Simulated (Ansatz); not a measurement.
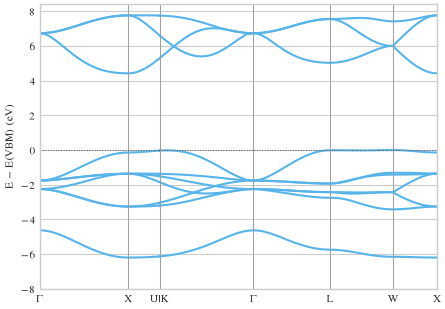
Band structure from plane-wave PAW PBE (Ansatz code)

Question: Read off the gap and where the band edges lie.

Answer: About 4.4 eV (4.42 eV by a search for the band edges); maximum at W, minimum at X.

Question: Which of these materials gives this?
(A) KF, rock salt
(B) Li2S, anti-fluorite
(C) PbF2, fluorite
(D) BeS, zinc blende

Answer: C, PbF2, fluorite

Space group Fm-3m (fluorite). Symmetry was held in the PBE relaxation. Spin–orbit coupling is left out wherever it is not named.

Potentials: the later of the program's two PAW sets.
